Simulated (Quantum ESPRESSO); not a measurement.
Converging the k-point mesh: In (I4/mmm, 1 atom in the cell)

```xyz
1
Lattice="-1.6299 1.6299 2.4824 1.6299 -1.6299 2.4824 1.6299 1.6299 -2.4824" Properties=species:S:1:pos:R:3 pbc="T T T"
In     0.0000     0.0000     0.0000
```

Computed with PBE, PSlibrary PAW (PBE) pseudopotentials (plane waves; Quantum ESPRESSO).

Base settings: ecutwfc = 50 Ry; ecutrho = 300 Ry; occupations = smearing; smearing = fermi-dirac; degauss = 0.0073499 Ry; potentials = {In: In.pbe-dn-kjpaw_psl.1.0.0.UPF}; K_POINTS = automatic 10 10 10 0 0 0; conv_thr = 1e-10 Ry; mixing_beta = 0.4.

The second cell is the first with its lattice scaled by 0.98.

Only quantities that move along the ladder and can be compared are tabulated.

The count of work is k-points × plane waves × bands × iterations; it is no time. 

The starting cell has typed, rounded lattice constants, without a prior relaxation at this level. Its lattice was rescaled by up to half a per cent.

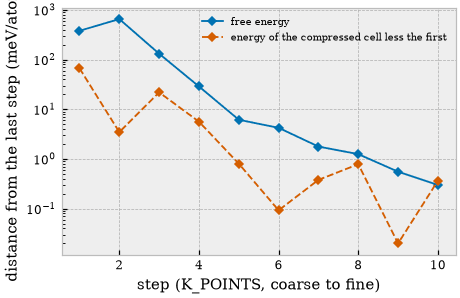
Fig. 1. Distance from the last step along the ladder; very small values are drawn at a floor.

```tsv
K_POINTS	free energy less the last step's (meV/atom)	energy of the compressed cell less the first (meV/atom)	pressure (GPa)	count of work / last
automatic 2 2 2 0 0 0	-380.54	-36.13	-6.65	0.0038
automatic 3 3 3 0 0 0	656.12	34.41	0.43	0.0057
automatic 4 4 4 0 0 0	131.61	52.88	2.16	0.011
automatic 6 6 6 0 0 0	-28.83	25.30	-0.52	0.025
automatic 8 8 8 0 0 0	6.17	30.13	-0.02	0.050
automatic 10 10 10 0 0 0	-4.24	30.85	-0.01	0.086
automatic 11 11 11 0 0 0	1.78	31.32	0.06	0.11
automatic 13 13 13 0 0 0	-1.25	31.72	0.07	0.17
automatic 17 17 17 0 0 0	0.55	30.95	0.02	0.34
automatic 20 20 20 0 0 0	0.30	31.31	0.05	0.54
automatic 25 25 25 0 0 0	0.00	30.94	0.01	1.0
```

Coarsest K_POINTS that holds the energy of the compressed cell less the first within 1 meV/atom of the last step, with all finer ones: automatic 8 8 8 0 0 0, at 0.050 of the last step's count of work; the step before is off by 5.6 meV/atom.

Coarsest K_POINTS that holds the pressure within 0.2 GPa of the last step, with all finer ones: automatic 8 8 8 0 0 0, at 0.050 of the last step's count of work; the step before is off by 0.53 GPa.

Coarsest K_POINTS that holds the free energy within 5 meV/atom of the last step, with all finer ones: automatic 10 10 10 0 0 0, at 0.086 of the last step's count of work; the step before is off by 6.2 meV/atom.

The energy difference between the two cells stays within 1 meV/atom of the last step's from automatic 8 8 8 0 0 0 on, the total only from automatic 17 17 17 0 0 0 on: much of the error is common to both cells and cancels.
